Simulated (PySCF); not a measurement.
# C2H8N2OSi: the cost of one run

The runs use PySCF 2.14.0, with density-fitted response routines of our own; the level of theory stands in each step. All values are computed, except where a source is named. Atoms are numbered from 0 throughout.

## Step 1: The molecule as given

14 atoms, charge 0, multiplicity 1; geometry from: GFN2-xTB. The atoms were then displaced at random by about 0.01 Å, so the start is not that level's minimum.

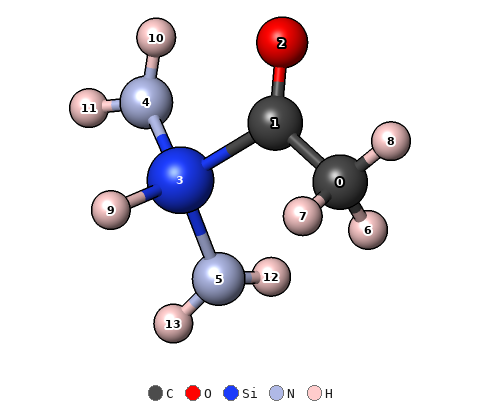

As it starts; carbon dark grey, oxygen red, silicon blue, nitrogen light blue, hydrogen pink, atoms numbered; sticks join atoms by distance.

## Step 2: Relaxing the molecule at PBE0-D3(BJ)/def2-SVP

The job: settings as JSON, then the geometry in Å.

```
{"job": {"xc": "PBE0", "basis": "def2-SVP", "d3": "d3bj", "grid": 1, "shake": 0.01, "kind": "geom"}, "charge": 0, "multiplicity": 1}
C      2.082980    -0.456160     0.411810
C      0.985160     0.611180     0.528890
O      1.232610     1.795860     0.574390
Si    -0.790200     0.007490     0.659250
N     -1.727000     1.400260     0.222210
N     -1.002270    -1.343200    -0.395590
H      1.865220    -1.047880    -0.464100
H      2.029810    -1.070540     1.276720
H      3.050030     0.021390     0.348580
H     -1.070820    -0.562580     2.004960
H     -1.309070     2.300260     0.424750
H     -2.715760     1.454620     0.370020
H     -0.783190    -1.229370    -1.375050
H     -1.854660    -1.896410    -0.314570
```

Launch:

```bash
$ OMP_NUM_THREADS=1 python probes_run.py task.json out
```

The driver reads the jobs from task.json and runs them one after another.

Q: Estimate the wall time and peak memory of this first job on 1 thread of Arm Neoverse V2, shared host.

About 70 s, with a peak of 0.54 GiB.
